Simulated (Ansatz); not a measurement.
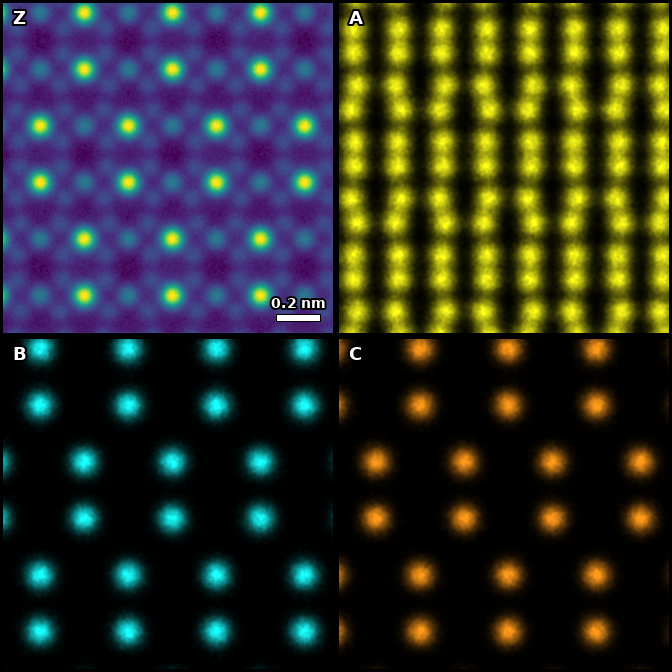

SiGeO4 (I4_1/a, No. 88) along [100]. Panel Z: The image is simulated as a sum over atoms of Z^1.7, blurred by a 0.77 Å probe (no channelling). The probe carries 25 % of its weight in a tail 2.5 times as wide. The display is stretched by a gamma of 0.65; percentages refer to the linear signal. Shot noise was added. The other panels are simulated element maps (the number of atoms of one element along the beam, blurred by 1.0 Å, with counting noise; each on its own scale, no channelling). Structure: coordinates from a relaxation (final pressure about 20 GPa) with DFT, PAW plane waves, r2scan (Ansatz 0.2.0); the starting structure was generated, so it need not be a known form of this composition.

Space group I4_1/a:1 (No. 88). a = 4.292 Å, b = 4.292 Å, c = 11.024 Å, α = 90.00°, β = 90.00°, γ = 90.00°
```json
{"atom": "Ge", "site": "4a", "symmetry": "-4..", "x": "0.0000", "y": "0.0000", "z": "0.0000"}
{"atom": "Si", "site": "4b", "symmetry": "-4..", "x": "0.5000", "y": "0.5000", "z": "0.0000"}
{"atom": "O", "site": "16f", "symmetry": "1", "x": "0.7810", "y": "0.7450", "z": "0.4304"}
```

Q: Which element does each lettered map show?

A: O, B: Si, C: Ge. The projected cell (4.29 × 5.92 Å, 111°) holds 12 columns: 8 of O, 2 of Ge and 2 of Si. No column is shared by two of the mapped elements.
